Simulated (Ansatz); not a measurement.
# AlCo3: a frozen normal mode

Aim: for AlCo3, freeze in mode 7 at growing amplitude.

Computed with Ansatz 0.2.0 (DFT PBEsol, scalar-relativistic, plane waves, PAW, unless a step's input says otherwise).

1 further run of the same task is left out (set aside as unsound or not needed). Runs told in other sessions of the task aren't counted.

### Step 1. The structure to begin with

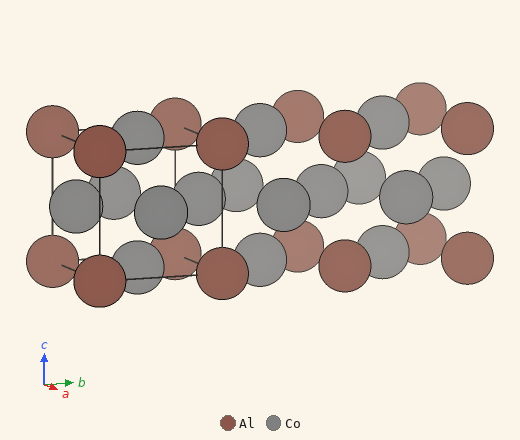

The starting structure, seen slightly off an axis (aluminium brown, cobalt grey). 1×3×1 cells are drawn. Atoms on the faces are drawn again on the opposite ones.

As a file:

```
CELL_PARAMETERS angstrom
3.52932 0.00000 0.00000
0.00000 3.52932 0.00000
0.00000 0.00000 3.52932
ATOMIC_POSITIONS crystal
Al 0.00000 0.00000 0.00000
Co 0.50000 0.50000 0.00000
Co 0.50000 0.00000 0.50000
Co 0.00000 0.50000 0.50000
```

It goes back to an entry of the Materials Project, which need not be the stable form.

This cell was relaxed beforehand with the same method: volume 10.99 Å³/atom, gap on the mesh none (metal), site moments up to 1.3 μB.

### Step 2. Zero of energy

Reference values: F = -15804.2613 eV; pressure -0.03 GPa; largest force 0.000 eV/Å; gap on the mesh none (metal). It was computed beforehand with the settings of the runs below.

### Step 3. Next: a frozen normal mode

Mode 7 of the phonon run on this cell, counted from the lowest, is frozen in: each atom moves by x times its row below, so x is the largest displacement.

```
atom     ux      uy     uz
 Al1  0.000   0.000  0.000
 Co2  0.000   1.000  0.000
 Co3  0.000   0.000  0.000
 Co4  0.000  -1.000  0.000
```

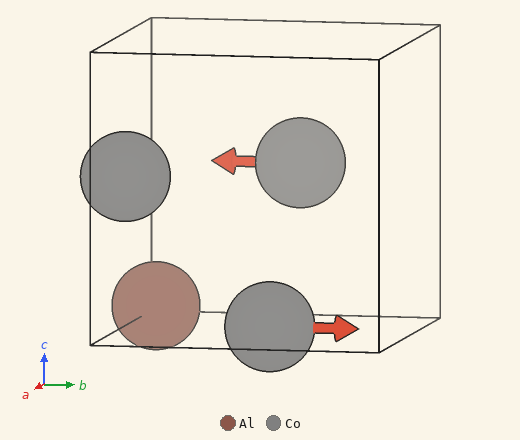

The mode's pattern as arrows, enlarged. Each atom of the cell is drawn once.

### Step 4. x = -0.300 Å

The input, input.yaml:

```yaml
crystal:
  lattice:
    - [3.5293179728, 0.0, 0.0]
    - [0.0, 3.5293179728, 0.0]
    - [0.0, 0.0, 3.5293179728]
  atoms:
    - { symbol: Al, position: [0.0, 0.0, 0.0] }
    - { symbol: Co, position: [0.5, 0.4149977411, 0.0], spin: 1.45 }
    - { symbol: Co, position: [0.5, 0.0, 0.5], spin: 1.45 }
    - { symbol: Co, position: [0.0, 0.5850022589, 0.5], spin: 1.45 }
basis:
  ecutwfc: 420
kpoints:
  mp_grid: { grid: [14, 14, 14] }
hamiltonian:
  xc: pbesol
scf:
  occupations: { method: gaussian, width: 0.15 }
output:
  forces: true
  stress: true
  eigenvalues: true
  populations: true
magnetization:
  spin_polarized: true
```

Started as:

```
> ansatz run input.yaml --threads 2 --pin off --max-ram 5120MiB --backend cpu --events-out ev --progress --plain --runs-dir out
```

Output (excerpt; [...] marks lines left out):

```text
Warning: RAYON_NUM_THREADS=2 ignored (pool sized by the plan → 2); use --threads N
[...]
Pseudopotentials: kind: paw
Pseudopotential: Al, paw, valence charge 3, recommended cutoff 420 eV (normal), Al.paw.azcp
Pseudopotential: Co, paw, valence charge 17, recommended cutoff 420 eV (normal), Co.paw.azcp
Functional definition: PBEsol
[...]
Crystal: 4 atoms, lattice volume = 43.961 Å³
Basis set: ecut = 420 eV, 847 PW (Γ), exchange–correlation on 48×48×48 points (8 copies of the dense FFT grid, shifted against one another)
Bands: 36, of which v1, the nominal top of the filled ones, is band 27 counted from 1 (26 counted from 0)
Symmetry: 8 space group operations
Space group: P-4m2 (ITA 115), of the structure as read, at distance tolerance 3.5e-5 Å
Magnetic group: BNS 115.283 (UNI 943), of the structure as read, at distance tolerance 3.5e-5 Å
k-points: 288 of 2744 (time reversal used)
[...]
Starting moments: Σ|m| = 4.35 μB on 3 of 4 sites
[...]
SCF iter   1: F=—  HF=-15802.492267 eV  |F-HF|=—  |Δ(HF+E_count)|=         —  Δρ=7.76e-2 (↑6.70e-2 ↓7.76e-2)  dr2=5.21e0  dr2_m=8.25e-2  M=3.790 μB ∫|m|=4.030 μB  β_m=0.30  ethr=3.10e-3  ⟨swp⟩=5.6  Hψ=73079  notcnv=0  defer=65
[...]
spin=Collinear: Kerker preconditioning applied to the charge; magnetization (m = ρ↑ − ρ↓) channel mixes plain (no charge-response kernel on spin).
[...]
SCF iter  16: F=-15803.562611 eV  HF=-15803.562611 eV  |F-HF|=2.60e-9  |Δ(HF+E_count)|=  3.91e-10  Δρ=2.33e-6 (↑8.98e-7 ↓2.33e-6)  dr2=3.12e-9  dr2_m=2.60e-10  M=3.634 μB ∫|m|=4.010 μB  ethr=2.43e-11  ⟨swp⟩=6.9  Hψ=81101  notcnv=0
[...]
SCF converged after 16 iterations
Magnetization: 3.6341 μB (28.8171 up, 25.1829 down)
Absolute magnetization: 4.0103 μB (∫|ρ↑−ρ↓|, with the PAW one-centre terms)
Spin contamination: 0.0571 ħ² per cell (⟨S²⟩ above its minimum at these occupations)
Per-site moments (μB) at R_I (Å): [(-0.04302507157886928, 0.9459882640706108), (1.2111054802743122, 0.945988264070611), (1.3496812587939164, 0.9459882640706108), (1.2111054802743124, 0.9459882640706108)]
Free energy (F): -15803.562611 eV
[...]
E sigma→0 (E₀):  -15803.538944 eV
Entropy (-TS):   -0.047334 eV (-11.833 meV/atom)
Fermi energy:    16.631135 eV
[...]
--- Forces (eV/Å), atoms counted from 1 ---
  atom   1  Al    -0.00000000     0.00000000     0.00000000
  atom   2  Co     0.00000000     2.45595665     0.00000000
  atom   3  Co    -0.00000000     0.00000000     0.00000000
  atom   4  Co     0.00000000    -2.45595665     0.00000000
[...]
--- Stress (GPa, compression-positive) ---
       10.537464      -0.000000       0.000000
       -0.000000       3.746548       0.000000
        0.000000       0.000000      10.537464
  P = ⅓ Tr σ = 8.2738 GPa (82.738 kbar)
--- Band table (eV; the first three rows and the last of 576) ---
[...]
--- Löwdin populations: 4 sites ---
  site symbol       q [e]    m [muB]
     0     Al      3.5569    -0.1255
     1     Co     16.6508     1.2309
     2     Co     16.6116     1.3582
     3     Co     16.6508     1.2309
  spilling = 0.009813 (of n_electrons = 54.000000)
```

It took 1.8 min on 2 threads of Arm Neoverse V1, shared host; peak memory 0.99 GiB.

Site by site:

```csv
atom,moment in the atom's sphere (μB),Löwdin electrons
Al1,-0.04,3.56
Co2,1.21,16.65
Co3,1.35,16.61
Co4,1.21,16.65
```

The Löwdin counts miss 0.53 of the 54 electrons, which the atomic orbitals do not span, so they are no charges.

### Step 5. x = 0.225 Å

Edit input.yaml of step 4 so:

```diff
@@ -7,5 +7,5 @@
     - { symbol: Al, position: [0.0, 0.0, 0.0] }
-    - { symbol: Co, position: [0.5, 0.4149977411, 0.0], spin: 1.45 }
+    - { symbol: Co, position: [0.5, 0.5637516942, 0.0], spin: 1.45 }
     - { symbol: Co, position: [0.5, 0.0, 0.5], spin: 1.45 }
-    - { symbol: Co, position: [0.0, 0.5850022589, 0.5], spin: 1.45 }
+    - { symbol: Co, position: [0.0, 0.4362483058, 0.5], spin: 1.45 }
 basis:
```

Started as:

```
> ansatz run input.yaml --threads 2 --pin off --max-ram 5120MiB --backend cpu --events-out ev --progress --plain --runs-dir out
```

Output (excerpt; [...] marks lines left out):

```text
Warning: RAYON_NUM_THREADS=2 ignored (pool sized by the plan → 2); use --threads N
[...]
[... 4 set-up lines as earlier in the session ...]
[...]
Crystal: 4 atoms, lattice volume = 43.961 Å³
Basis set: ecut = 420 eV, 847 PW (Γ), exchange–correlation on 48×48×48 points (8 copies of the dense FFT grid, shifted against one another)
Bands: 36, of which v1, the nominal top of the filled ones, is band 27 counted from 1 (26 counted from 0)
[... 2 set-up lines as earlier in the session ...]
Magnetic group: BNS 115.283 (UNI 943), of the structure as read, at distance tolerance 3.5e-5 Å
k-points: 288 of 2744 (time reversal used)
[...]
Free energy (F): -15803.878411 eV
[...]
E sigma→0 (E₀):  -15803.850653 eV
Entropy (-TS):   -0.055516 eV (-13.879 meV/atom)
Fermi energy:    16.641734 eV
[...]
--- Forces (eV/Å), atoms counted from 1 ---
  atom   1  Al     0.00000000     0.00000000     0.00000000
  atom   2  Co     0.00000000    -1.75853316     0.00000000
  atom   3  Co     0.00000000     0.00000000     0.00000000
  atom   4  Co    -0.00000000     1.75853316     0.00000000
[...]
--- Stress (GPa, compression-positive) ---
        5.937860      -0.000000       0.000000
       -0.000000       1.703828       0.000000
        0.000000       0.000000       5.937860
  P = ⅓ Tr σ = 4.5265 GPa (45.265 kbar)
--- Band table (eV; the first three rows and the last of 576) ---
[...]
--- Löwdin populations: 4 sites ---
  site symbol       q [e]    m [muB]
     0     Al      3.5656    -0.1242
     1     Co     16.6393     1.2671
     2     Co     16.6162     1.3380
     3     Co     16.6393     1.2671
  spilling = 0.009995 (of n_electrons = 54.000000)
```

Run time: 1.9 min. Hardware: 2 threads of Arm Neoverse V1, shared host; peak memory 0.99 GiB.

### Step 6. x = -0.150 Å

Edit input.yaml of step 5 so:

```diff
@@ -7,5 +7,5 @@
     - { symbol: Al, position: [0.0, 0.0, 0.0] }
-    - { symbol: Co, position: [0.5, 0.5637516942, 0.0], spin: 1.45 }
+    - { symbol: Co, position: [0.5, 0.4574988706, 0.0], spin: 1.45 }
     - { symbol: Co, position: [0.5, 0.0, 0.5], spin: 1.45 }
-    - { symbol: Co, position: [0.0, 0.4362483058, 0.5], spin: 1.45 }
+    - { symbol: Co, position: [0.0, 0.5425011294, 0.5], spin: 1.45 }
 basis:
```

Started as:

```
> ansatz run input.yaml --threads 2 --pin off --max-ram 5120MiB --backend cpu --events-out ev --progress --plain --runs-dir out
```

Output (excerpt; [...] marks lines left out):

```text
Warning: RAYON_NUM_THREADS=2 ignored (pool sized by the plan → 2); use --threads N
[...]
[... 4 set-up lines as earlier in the session ...]
[...]
Crystal: 4 atoms, lattice volume = 43.961 Å³
Basis set: ecut = 420 eV, 847 PW (Γ), exchange–correlation on 48×48×48 points (8 copies of the dense FFT grid, shifted against one another)
Bands: 36, of which v1, the nominal top of the filled ones, is band 27 counted from 1 (26 counted from 0)
[... 2 set-up lines as earlier in the session ...]
Magnetic group: BNS 115.283 (UNI 943), of the structure as read, at distance tolerance 3.5e-5 Å
k-points: 288 of 2744 (time reversal used)
[...]
Free energy (F): -15804.093644 eV
[...]
E sigma→0 (E₀):  -15804.060011 eV
Entropy (-TS):   -0.067266 eV (-16.817 meV/atom)
Fermi energy:    16.640002 eV
[...]
--- Forces (eV/Å), atoms counted from 1 ---
  atom   1  Al    -0.00000000     0.00000000     0.00000000
  atom   2  Co     0.00000000     1.12786114     0.00000000
  atom   3  Co    -0.00000000     0.00000000     0.00000000
  atom   4  Co     0.00000000    -1.12786114     0.00000000
[...]
--- Stress (GPa, compression-positive) ---
        2.694993      -0.000000       0.000000
       -0.000000       0.525873       0.000000
        0.000000       0.000000       2.694993
  P = ⅓ Tr σ = 1.9720 GPa (19.720 kbar)
--- Band table (eV; the first three rows and the last of 576) ---
[...]
--- Löwdin populations: 4 sites ---
  site symbol       q [e]    m [muB]
     0     Al      3.5695    -0.1193
     1     Co     16.6310     1.2917
     2     Co     16.6202     1.3237
     3     Co     16.6310     1.2917
  spilling = 0.010153 (of n_electrons = 54.000000)
```

Wall time 1.8 min (2 threads of Arm Neoverse V1, shared host); peak memory 0.99 GiB.

### Step 7. All points together

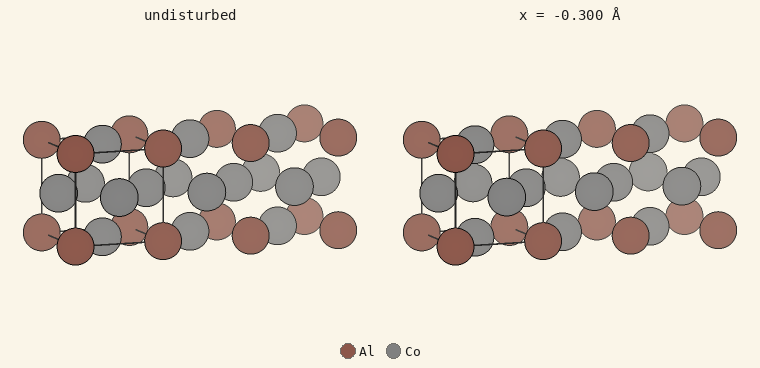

The undisturbed cell and the costliest point of the scan, at one scale, with neighbouring cells.

Collected from the runs (energy zero: the undisturbed cell):

```csv
x (Å),ΔE (meV/cell),force along the mode (eV/Å),pressure (GPa),moment (μB/cell)
-0.300,698.7,4.912,8.3,3.63
-0.150,167.6,2.256,2.0,3.74
0.000,0.0,0.000,0.0,3.78
0.225,382.9,-3.517,4.5,3.69
```

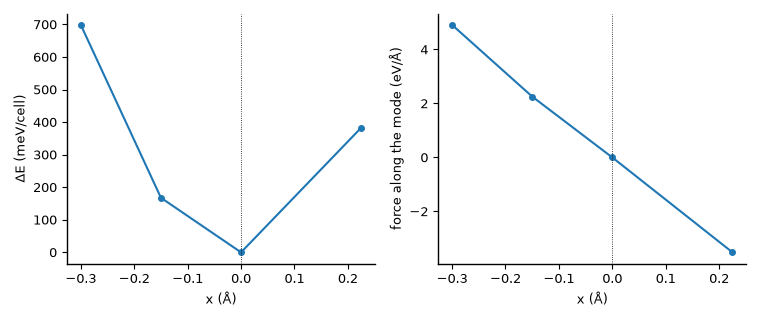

ΔE and force along the mode along the scan.

### Step 8. Results

```
                                          quantity     value
                   harmonic wavenumber of the mode  185 cm⁻¹
the same from the force at an amplitude of 0.150 Å  186 cm⁻¹
```

The force at the smallest amplitude gives 186 cm⁻¹ against 185 cm⁻¹ from the phonon run, so the curve is close to a parabola there. No sampled point lies below the undisturbed cell.
